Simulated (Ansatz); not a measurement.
Cell of rock-salt BaO (0 0 1) on silicon (0 0 1) (film strained to the substrate, started from cuts of the bulks; metallic at this level, with no gap by band count; slabs Si12 and Ba4O4, which can lie off the formulas; started ferromagnetic, the moments vanishing), with its geometry taken from a PBE run:

```xyz
20
Lattice="3.8704 0.0011 0.0955 -0.0015 3.8672 0.0794 -0.6751 -0.3879 29.2358" Properties=species:S:1:pos:R:3 pbc="T T T"
Si    -0.0476     0.5217     3.2383
Si     1.9209     0.5707     1.9276
Si     1.8202     2.3982     6.0562
Si    -0.0816     2.4277     4.6498
Si    -0.1806     0.4063     8.6979
Si     1.7882     0.4365     7.3810
Si     1.6864     2.2852    11.5136
Si    -0.2152     2.3122    10.1030
Si    -0.3158     0.2618    14.1554
Si     1.6530     0.3256    12.8402
Si     1.5530     2.6896    16.8706
Si    -0.3510     2.1686    15.5854
Ba     1.4276     2.3661    21.9405
Ba     3.4403     0.5227    18.8781
Ba     1.2864     2.1416    28.1637
Ba     3.2958     0.3612    24.9900
O      3.3731     0.4486    21.3736
O      1.5118     2.3618    18.5574
O      3.2349     0.5075    27.4538
O      1.3741     2.2974    24.4171
```
Starting moments (μB, in the order of the record's atoms Si Si Si Si Si Si Si Si Si Si Si Si Ba Ba Ba Ba O O O O): 0.0 0.5 0.0 0.0 0.0 0.0 0.0 0.0 0.0 0.0 0.5 0.0 0.0 0.5 0.5 0.0 0.0 0.5 0.5 0.0.

The numbers are results of PBE (plane waves to 420 eV, PAW; Ansatz, a quantum-chemistry and plane-wave program), not measurements. No spin–orbit coupling. Its k-point mesh 6×6×1, Fermi–Dirac width 0.05 eV.

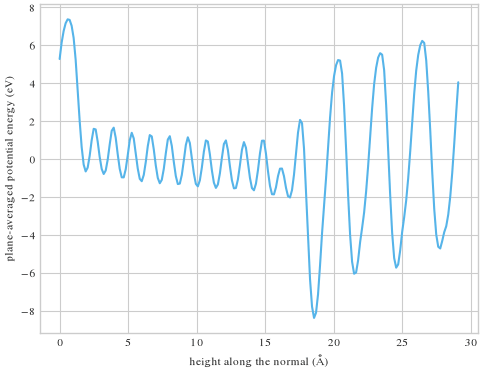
Smooth (PAW) electrostatic potential energy of an electron, averaged over planes, about its mean

The curve spans 15.7 eV over the stretch drawn.
